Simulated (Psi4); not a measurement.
**wB97M-V/aug-cc-pVDZ run of BBrF2 (SMILES FB(F)Br)**

What is the energy change on altering one bond length of BBrF2 at wB97M-V/aug-cc-pVDZ? 

Program for the calculation: Psi4 1.11.

1 further run of the same task is left out (set aside as unsound or not needed). Runs told in other sessions of the task aren't counted.

**1. The system as given**

BBrF2 has 4 atoms, charge 0, and is taken as a singlet. As SMILES, `FB(F)Br`. The shape is that of a PBE0-D4/def2-TZVP optimisation.

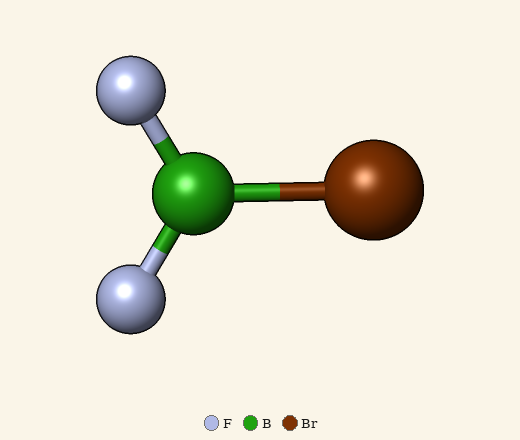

Viewed from a chosen angle; fluorine light blue, boron green, bromine brown.

**2. A single-point energy at wB97M-V/aug-cc-pVDZ**

File job.inp:

```
memory 2200 MB

molecule m {
  0 1
  F
  B 1 R2
  F 2 R3 1 A3
  Br 2 R4 1 A4 3 D4

  R2 = 1.309009
  R3 = 1.309017
  A3 = 119.21827
  R4 = 1.902693
  A4 = 120.39094
  D4 = 179.99943
  symmetry c1
  no_reorient
  no_com
}

set {
  puream true
  e_convergence 1e-09
  d_convergence 1e-08
  scf_type pk
  dft_radial_points 99
  dft_spherical_points 590
}

energy('wb97m-v/aug-cc-pVDZ')
```

Started as:

```bash
$ psi4 -i job.inp -o job.out -n 1
```

job.out:

```text
[...]
  Running in c1 symmetry.
[...]
  Nuclear repulsion =  222.994929387424236
[...]
  Multiplicity = 1
[...]
  Nalpha       = 29
  Nbeta        = 29
[...]
    Number of basis functions: 105
[...]
   @RKS iter   1: -2798.47604659602666   -1.76472e+00   7.08933e-03 DIIS/ADIIS
[...]
   @RKS iter  11: -2798.64993149498378   -9.09495e-12   5.23656e-09 DIIS
[...]
    Orbital Energies [Eh]
    ---------------------
    Doubly Occupied:
       1A   -483.561030     2A    -62.866821     3A    -56.554330
       4A    -56.552602     5A    -56.552115     6A    -24.976610
       7A    -24.976601     8A     -8.935022     9A     -7.087063
      10A     -6.718938    11A     -6.711309    12A     -6.709479
      13A     -2.796809    14A     -2.794643    15A     -2.793251
      16A     -2.787221    17A     -2.787153    18A     -1.414941
      19A     -1.386680    20A     -0.935885    21A     -0.730946
      22A     -0.686535    23A     -0.642304    24A     -0.642032
      25A     -0.580294    26A     -0.568163    27A     -0.503861
      28A     -0.429215    29A     -0.418687
[...]
  @RKS Final Energy: -2798.64993149498378
   => Energetics <=
    Nuclear Repulsion Energy =            222.9949293874242358
    One-Electron Energy =               -4336.6845542546489014
    Two-Electron Energy =                1406.1330261428254289
    DFT Exchange-Correlation Energy =     -91.3350537416063588
    Empirical Dispersion Energy =           0.0000000000000000
    VV10 Nonlocal Energy =                  0.2417209710214086
    Total Energy =                      -2798.6499314949837753
[...]
 Multipole Moments:
 ------------------------------------------------------------------------------------
     Multipole            Electronic (a.u.)      Nuclear  (a.u.)        Total (a.u.)
 ------------------------------------------------------------------------------------
 L = 1.  Multiply by 2.5417464519 to convert [e a0] to [Debye]
 Dipole X            :          0.0000200           -0.0000241           -0.0000041
 Dipole Y            :          3.3234287           -3.2561802            0.0672485
 Dipole Z            :          1.9491153           -1.9096902            0.0394251
 Magnitude           :                                                    0.0779532
[...]
```

Run time: 1.9 min. Hardware: 1 thread of AMD EPYC 7R43 (Zen 3), shared host; peak memory 1.3 GiB.

**3. The distorted shape**

File job.json:

```json
{
  "schema_name": "qcschema_input",
  "schema_version": 1,
  "molecule": {
    "schema_name": "qcschema_molecule",
    "schema_version": 2,
    "symbols": ["F", "B", "F", "Br"],
    "geometry": [-2.95320541, -3.84235367, -0.66063125, -2.78745753, -1.37973818, -0.4960361, -4.83682772, -0.01354178, -0.72560003, 2.94043275, 1.45544816, 0.52324627],
    "molecular_charge": 0,
    "molecular_multiplicity": 1,
    "fix_symmetry": "c1",
    "fix_com": true,
    "fix_orientation": true
  },
  "driver": "energy",
  "model": {
    "method": "wb97m-v",
    "basis": "aug-cc-pVDZ"
  },
  "keywords": {
    "puream": true,
    "e_convergence": 1e-09,
    "d_convergence": 1e-08,
    "scf_type": "pk",
    "dft_radial_points": 99,
    "dft_spherical_points": 590
  }
}
```

Started as:

```bash
$ psi4 --qcschema job.json -n 1 --memory 2200MB
```

stdout:

```text
[...]
  Running in c1 symmetry.
[...]
  Nuclear repulsion =  161.028557606338836
[...]
  Multiplicity = 1
[...]
  Nalpha       = 29
  Nbeta        = 29
[...]
    Number of basis functions: 105
[...]
   @RKS iter   1: -2798.12463774141179   -1.95643e+00   7.92736e-03 ADIIS/DIIS
[...]
   @RKS iter  13: -2798.48327605067789   -5.91172e-12   7.31539e-09 DIIS
[...]
    Orbital Energies [Eh]
    ---------------------
    Doubly Occupied:
       1A   -483.521225     2A    -62.824970     3A    -56.513680
       4A    -56.510259     5A    -56.510235     6A    -25.049455
       7A    -25.049452     8A     -8.890107     9A     -7.188753
      10A     -6.676911    11A     -6.663897    12A     -6.663824
      13A     -2.753141    14A     -2.749836    15A     -2.749784
      16A     -2.739742    17A     -2.739741    18A     -1.480110
      19A     -1.452126    20A     -0.841163    21A     -0.794508
      22A     -0.747147    23A     -0.700696    24A     -0.694165
      25A     -0.641814    26A     -0.627009    27A     -0.374498
      28A     -0.365474    29A     -0.365265
[...]
  @RKS Final Energy: -2798.48327605067789
   => Energetics <=
    Nuclear Repulsion Energy =            161.0285576063388362
    One-Electron Energy =               -4212.9562479537971740
    Two-Electron Energy =                1344.3754596590606525
    DFT Exchange-Correlation Energy =     -91.1752012821280573
    Empirical Dispersion Energy =           0.0000000000000000
    VV10 Nonlocal Energy =                  0.2441559198478140
    Total Energy =                      -2798.4832760506778868
[...]
 Multipole Moments:
 ------------------------------------------------------------------------------------
     Multipole            Electronic (a.u.)      Nuclear  (a.u.)        Total (a.u.)
 ------------------------------------------------------------------------------------
 L = 1.  Multiply by 2.5417464519 to convert [e a0] to [Debye]
 Dipole X            :        -20.4211828           18.8675604           -1.5536224
 Dipole Y            :        -10.1079597            9.3389357           -0.7690241
 Dipole Z            :         -3.6338295            3.3573574           -0.2764721
 Magnitude           :                                                    1.7554422
[...]
```

The result, in JSON:

```text
{
 "driver": "energy",
 "model": {
  "method": "wb97m-v",
  "basis": "aug-cc-pVDZ"
 },
 "success": true,
 "return_result": -2798.483276050678,
 "properties": {
  "calcinfo_nbasis": 105,
  "calcinfo_nmo": 105,
  "calcinfo_nalpha": 29,
  "calcinfo_nbeta": 29,
  "calcinfo_natom": 4,
  "nuclear_repulsion_energy": 161.02855760633884,
  "return_energy": -2798.483276050678,
  "scf_one_electron_energy": -4212.956247953797,
  "scf_two_electron_energy": 1344.3754596590607,
  "scf_vv10_energy": 0.24415591984781398,
  "scf_xc_energy": -91.17520128212806,
  "scf_dipole_moment": [-1.5536223696271705, -0.7690240517269569, -0.276472115734534],
  "scf_total_energy": -2798.483276050678,
  "scf_iterations": 13
 }
}
```

Run time: 97 s. Hardware: 1 thread of AMD EPYC 7R43 (Zen 3), shared host; peak memory 1.2 GiB.

**4. Results**

Level: wB97M-V/aug-cc-pVDZ.

```
                                                          quantity           value
                                         first shape: total energy  -2798.64993 Eh
                                        first shape: dipole moment          0.20 D
                                          first shape: HOMO energy       -11.39 eV
                                          first shape: LUMO energy         0.48 eV
                                        first shape: HOMO–LUMO gap        11.87 eV
                                     distorted shape: total energy  -2798.48328 Eh
                                    distorted shape: dipole moment          4.46 D
                                      distorted shape: HOMO energy        -9.94 eV
                                      distorted shape: LUMO energy        -3.66 eV
                                    distorted shape: HOMO–LUMO gap         6.27 eV
energy change with the B2–Br4 bond stretched from 1.903 to 3.425 Å        4.535 eV
```

In words: With the B2–Br4 bond stretched from 1.903 to 3.425 Å the energy rises by 4.53 eV (105 kcal/mol). The first shape isn't relaxed at this level, so the change isn't measured from a minimum. A restricted reference can't describe the breaking bond well at this length.
